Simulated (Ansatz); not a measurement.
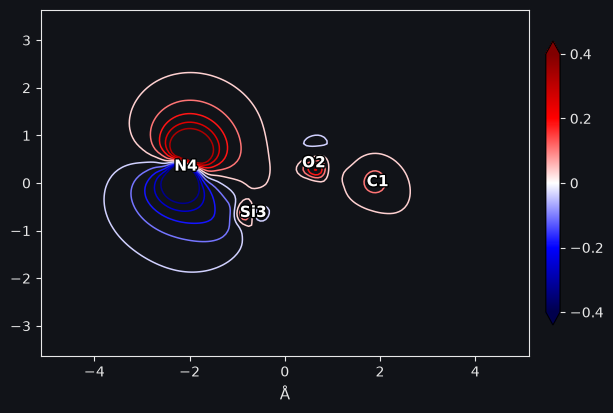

Figure. CH$_{6}$NOSi (SMILES CO[SiH]N) (doublet). The HOMO (β) on the plane of atoms O2, Si3 and N4 (values in Å⁻³ᐟ²; the overall sign is arbitrary).

Geometry: PBE0-D4/def2-TZVP.

Method: Ansatz 0.2.0, UKS PBE0-D4/def2-TZVPP.

Input

```
crystal:
  periodic: [false, false, false]
  atoms:
    - {symbol: C, position_ang: [-1.728473, -0.307999, -0.635055]}
    - {symbol: O, position_ang: [-0.397452, 0.143771, -0.555572]}
    - {symbol: Si, position_ang: [0.605788, -0.176560, 0.712084]}
    - {symbol: N, position_ang: [2.163434, 0.341204, 0.227318]}
    - {symbol: H, position_ang: [-2.083210, -0.145421, -1.654391]}
    - {symbol: H, position_ang: [-1.812269, -1.375575, -0.403046]}
    - {symbol: H, position_ang: [-2.378196, 0.248232, 0.049744]}
    - {symbol: H, position_ang: [0.268290, 0.639382, 1.928439]}
    - {symbol: H, position_ang: [2.834478, 0.622074, 0.923827]}
    - {symbol: H, position_ang: [2.610611, -0.040208, -0.590447]}
basis:
  gaussian: {orbitals: def2-TZVPP}
magnetization: {spin_polarized: true, initial_magnetization: 1}
hamiltonian: {xc: pbe0, dispersion: d4}
output: {orbitals: {seedname: orbitals}}
```

Run with:

```sh
ansatz run in.yaml --threads 2 --pin off --events-out ev --progress --plain --max-ram 32768MiB --backend cpu
```

**What is the character of this orbital?**

Its weight (Hirshfeld) is mainly on N4 (about 55 %), O2 (about 15 %) and Si3 (about 15 %); largely a combination of lone pairs on N4 and O2. Its energy is −7.76 eV.
